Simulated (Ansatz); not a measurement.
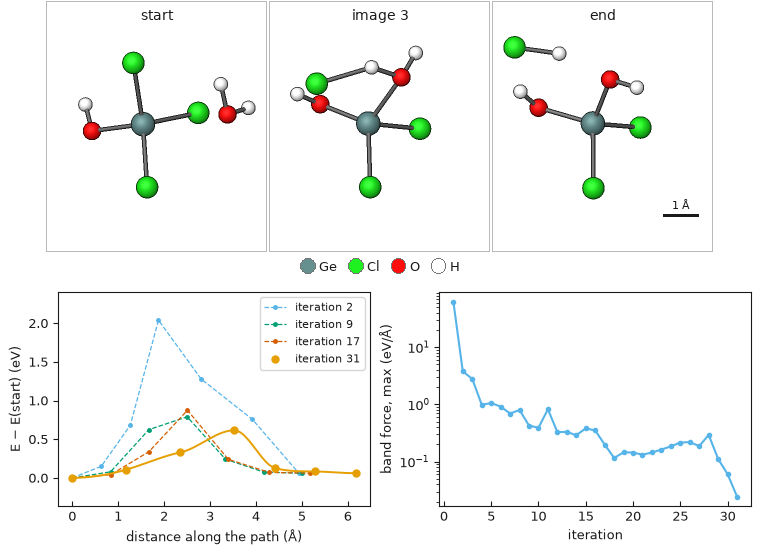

A nudged-elastic-band calculation for GeH$_{3}$O$_{2}$Cl$_{3}$, made up at the start of GeHOCl3 and H₂O. Images are numbered from 0 (start) to 6 (end). The plot follows the band through its iterations. Style: ball-and-stick. Shown at a tilt.

Method: RKS PBE0/def2-SVP (Ansatz). Settings: 5 movable images; climbing image; force threshold 0.05 eV/Å; iteration limit 60; starting path through a guess of the saddle point.

Question: How did the profile develop, and is the result final?

Answer: The result is final at these settings. The band converged in 31 iterations. The largest component of the band force went from 63 to 0.025 eV/Å. The climbing image converged on the top of the path. Its vibrational analysis gives one imaginary mode (212i cm⁻¹), as a transition state must have. The first iteration put the highest image at 9.05 eV. Forward barrier 0.62 eV, backward barrier 0.55 eV, with image 3 at the top; the reaction energy is +0.06 eV.

Limits of the set-up: the start holds two separate molecules, 2.7 Å apart at their closest, whose relative position is a soft coordinate and is computed without a dispersion correction.

The run took 7.2 min on 4 threads of Arm Neoverse V1, on a shared host, peak memory 0.39 GiB.
